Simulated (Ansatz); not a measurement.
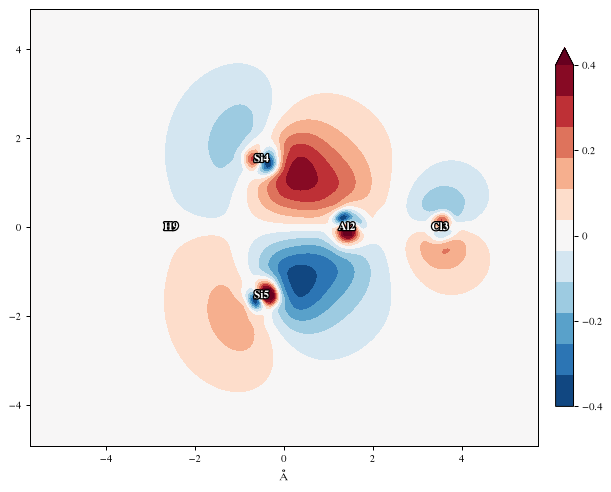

Figure. CH$_{6}$AlClSi$_{2}$ (SMILES [Cl][Al]1[SiH2]C[SiH2]1). The HOMO on the plane of atoms Si4, Al2 and Si5 (values in Å⁻³ᐟ²; the overall sign is arbitrary).

Geometry: PBE0-D3(BJ)/def2-SVP.

Method: Ansatz, isolated molecule in a Gaussian basis; Kohn-Sham density functional theory, functional PBE0.

The calculation's input:

```
crystal:
  periodic: [false, false, false]
  atoms:
    - {symbol: C, position_ang: [0.442325, 0.580385, 1.233464]}
    - {symbol: Al, position_ang: [-2.123296, 0.058302, -0.183364]}
    - {symbol: Cl, position_ang: [-4.031248, 0.154097, -1.074141]}
    - {symbol: Si, position_ang: [-1.042584, -0.384599, 1.970484]}
    - {symbol: Si, position_ang: [0.235780, 0.504494, -0.672035]}
    - {symbol: H, position_ang: [-1.480681, 0.110758, 3.313783]}
    - {symbol: H, position_ang: [-0.683023, -1.835241, 2.108178]}
    - {symbol: H, position_ang: [0.343024, 1.636920, 1.540900]}
    - {symbol: H, position_ang: [1.422308, 0.219759, 1.586222]}
    - {symbol: H, position_ang: [0.794900, 1.693414, -1.390099]}
    - {symbol: H, position_ang: [0.919831, -0.720469, -1.205090]}
basis:
  gaussian:
    orbitals: def2-SVPD
output:
  forces: true
  orbitals: {seedname: orbitals}
hamiltonian:
  xc: {name: PBE0}
magnetization:
  spin_polarized: false
```

Command:

```sh
ansatz run input.yaml --threads 2 --pin off --max-ram 4350MiB --events-out events.jsonl --progress --plain --runs-dir runs
```

Where does this orbital lie, and at what energy?

Answer. It lies mainly on Al2 (about 25 %), Si4 (about 25 %) and Si5 (about 25 %). Its energy is −6.71 eV.
